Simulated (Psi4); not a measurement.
# C2HCl2F (SMILES FC=C(Cl)Cl): CCSD(T)/6-31G(d) (spherical functions)

What is the vertical singlet–triplet gap of C2HCl2F at CCSD(T)/6-31G* (spherical functions)? 

The results are computed with Psi4 1.11.

1 further run of the same task is left out (set aside as unsound or not needed).

### Step 1. The structure to begin with

C2HCl2F: 6 atoms, total charge 0, spin state singlet. SMILES: `FC=C(Cl)Cl`. Geometry: relaxed at PBE0-D4/def2-TZVP.

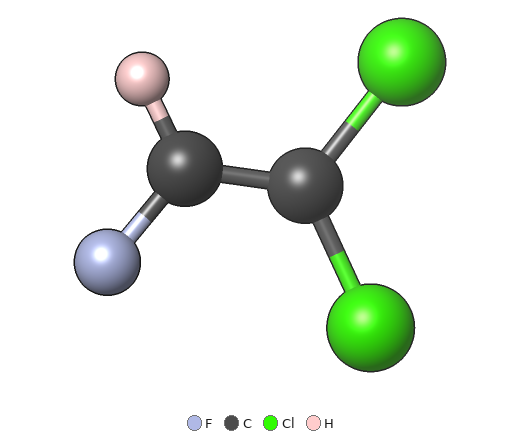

The structure, seen from a chosen angle (fluorine light blue, carbon dark grey, chlorine green, hydrogen pink).

### Step 2. The energy at CCSD(T)/6-31G(d) (spherical functions)

The input, c2hcl2f_ase.py:

```python
import numpy as np
from ase.calculators.psi4 import Psi4
from ase import Atoms

a = Atoms(['F', 'C', 'C', 'Cl', 'Cl', 'H'], positions=[
    [0.369860, -1.453540, 1.016570],
    [0.335170, -0.183710, 0.639080],
    [-0.249490, 0.193990, -0.489960],
    [-1.002700, -0.907170, -1.549080],
    [-0.269610, 1.845290, -0.936840],
    [0.816790, 0.505150, 1.320220],
])
calc = Psi4(atoms=a, method='ccsd(t)', basis='6-31G*', memory='2200MB', num_threads=1, charge=0, multiplicity=1, label='calc')
calc.psi4.set_options({'puream': True, 'e_convergence': 1e-09, 'd_convergence': 1e-08, 'scf_type': 'pk', 'num_frozen_docc': 13})
a.calc = calc

print(f'energy: {a.get_potential_energy():.6f} eV')
```

Run with:

```bash
$ python c2hcl2f_ase.py
```

calc.dat, shortened:

```text
[...]
  Running in c1 symmetry.
[...]
  Nuclear repulsion =  265.257491662507050
[...]
  Multiplicity = 1
[...]
  Nalpha       = 28
  Nbeta        = 28
[...]
    Number of basis functions: 80
[...]
   @RHF iter   1: -1094.60837200813125   -2.09848e-01   3.73370e-03 DIIS/ADIIS
[...]
   @RHF iter  12: -1094.66159245305744   -3.18323e-12   3.90941e-09 DIIS
[...]
    Orbital Energies [Eh]
    ---------------------
    Doubly Occupied:
       1A   -104.852231     2A   -104.848523     3A    -26.336380
       4A    -11.364672     5A    -11.361404     6A    -10.591527
       7A    -10.587649     8A     -8.060252     9A     -8.056552
      10A     -8.056412    11A     -8.056377    12A     -8.052601
      13A     -8.052539    14A     -1.656441    15A     -1.233025
      16A     -1.124779    17A     -1.028764    18A     -0.829044
      19A     -0.760337    20A     -0.717371    21A     -0.707765
      22A     -0.617545    23A     -0.592017    24A     -0.571771
      25A     -0.498231    26A     -0.484693    27A     -0.465353
      28A     -0.371149
[...]
  @RHF Final Energy: -1094.66159245305744
   => Energetics <=
    Nuclear Repulsion Energy =            265.2574916625070500
    One-Electron Energy =               -2039.9673629973808602
    Two-Electron Energy =                 680.0482788818163726
    Total Energy =                      -1094.6615924530574375
[...]
 Multipole Moments:
 ------------------------------------------------------------------------------------
     Multipole            Electronic (a.u.)      Nuclear  (a.u.)        Total (a.u.)
 ------------------------------------------------------------------------------------
 L = 1.  Multiply by 2.5417464519 to convert [e a0] to [Debye]
 Dipole X            :         -0.7271965            1.0074456            0.2802491
 Dipole Y            :         -0.7271822            1.0798372            0.3526551
 Dipole Z            :         -1.1063448            1.5147033            0.4083585
 Magnitude           :                                                    0.6079982
[...]
      * MP2 total energy                      = -1095.338515299235041
[...]
      * CCSD total energy                     = -1095.374334515721785
[...]
      * CCSD(T) total energy                  = -1095.396775710850761
```

On the terminal:

```text
energy: -29807.264514 eV
```

Run time: 17 s. Hardware: 1 thread of Intel Xeon 6975P-C (Granite Rapids), shared host; peak memory 0.43 GiB.

### Step 3. The triplet at the same level

The input, calc.inp:

```
memory 2.2 GB

molecule {
  0 3
  F
  C 1 1.325206
  C 2 1.326354 1 121.79508
  Cl 3 1.703412 2 122.69012 1 0.00382
  Cl 3 1.710818 2 120.15842 1 -179.99565
  H 2 1.081868 1 114.77961 3 -179.99981
  symmetry c1
}

set basis 6-31G*
set reference uhf
set puream true
set e_convergence 1e-09
set d_convergence 1e-08
set scf_type pk
set num_frozen_docc 13
set maxiter 100

energy_value, wavefunction = energy('ccsd(t)', return_wfn=True)
```

Run with:

```bash
$ psi4 -i calc.inp -o calc.out -n 1
```

calc.out, shortened:

```text
[...]
  Running in c1 symmetry.
[...]
  Nuclear repulsion =  265.257517914715777
[...]
  Multiplicity = 3
[...]
  Nalpha       = 29
  Nbeta        = 27
[...]
    Number of basis functions: 80
[...]
   @UHF iter   1: -1094.46892968302745   -7.04045e-02   3.42443e-03 DIIS/ADIIS
[...]
   @UHF iter  16: -1094.53813714187027   -2.27374e-12   4.04719e-09 DIIS
[...]
   @S^2 Observed:                2.030141698E+00
[...]
    Orbital Energies [Eh]
    ---------------------
    Alpha Occupied:
       1A   -104.861077     2A   -104.854650     3A    -26.328672
       4A    -11.358755     5A    -11.329865     6A    -10.599314
       7A    -10.592942     8A     -8.066383     9A     -8.065884
      10A     -8.064320    11A     -8.060090    12A     -8.059627
      13A     -8.057903    14A     -1.651631    15A     -1.258318
      16A     -1.129808    17A     -1.059869    18A     -0.840259
      19A     -0.754850    20A     -0.753785    21A     -0.717913
      22A     -0.643869    23A     -0.620413    24A     -0.589671
      25A     -0.503921    26A     -0.501680    27A     -0.469245
      28A     -0.464700    29A     -0.263096
    Alpha Virtual:
[...]
  @UHF Final Energy: -1094.53813714187027
   => Energetics <=
    Nuclear Repulsion Energy =            265.2575179147157769
    One-Electron Energy =               -2039.8091863394745360
    Two-Electron Energy =                 680.0135312828883798
    Total Energy =                      -1094.5381371418702656
  UHF NO Occupations:
  HONO-2 :   27  A 1.9938053
  HONO-1 :   28  A 1.0000000
[...]
 Multipole Moments:
 ------------------------------------------------------------------------------------
     Multipole            Electronic (a.u.)      Nuclear  (a.u.)        Total (a.u.)
 ------------------------------------------------------------------------------------
 L = 1.  Multiply by 2.5417464519 to convert [e a0] to [Debye]
 Dipole X            :         -0.0000123            0.0000028           -0.0000095
 Dipole Y            :         -1.6690551            2.0353226            0.3662675
 Dipole Z            :         -0.2474030            0.5768738            0.3294708
 Magnitude           :                                                    0.4926488
[...]
      * MP2 total energy                      = -1095.172803844159262
[...]
      * CCSD total energy                     = -1095.218555338034093
[...]
      * CCSD(T) total energy                     = -1095.237329965461640
[...]
```

It took 73 s on 1 thread of Intel Xeon 6975P-C (Granite Rapids), shared host; peak memory 0.42 GiB.

### Step 4. What came out

At CCSD(T)/6-31G* (spherical functions), 13 core orbitals frozen:

| quantity | value |
| --- | --- |
| singlet: total energy | -1095.39678 Eh |
| singlet: HOMO energy (Hartree–Fock orbitals) | -10.10 eV |
| singlet: LUMO energy (Hartree–Fock orbitals) | 3.94 eV |
| singlet: HOMO–LUMO gap (Hartree–Fock orbitals) | 14.04 eV |
| singlet: correlation energy (13 core orbitals frozen) | -735.2 mEh |
| singlet: (T) correction | -22.44 mEh |
| singlet: T1 diagnostic | 0.011 |
| triplet: total energy | -1095.23733 Eh |
| triplet: HOMO energy (Hartree–Fock orbitals) (highest over α and β) | -7.16 eV |
| triplet: LUMO energy (Hartree–Fock orbitals) (lowest over α and β) | 0.59 eV |
| triplet: correlation energy (13 core orbitals frozen) | -699.2 mEh |
| triplet: (T) correction | -18.77 mEh |
| triplet: ⟨S²⟩ of the reference determinant | 2.030 |
| triplet: T1 diagnostic | 0.026 |
| vertical energy of the triplet above the singlet | 4.339 eV |

In words: At this shape the triplet lies 4.34 eV (100 kcal/mol) above the singlet. The triples (singlet) make up 3.1 % of the correlation energy. The triples (triplet) make up 2.7 % of the correlation energy.
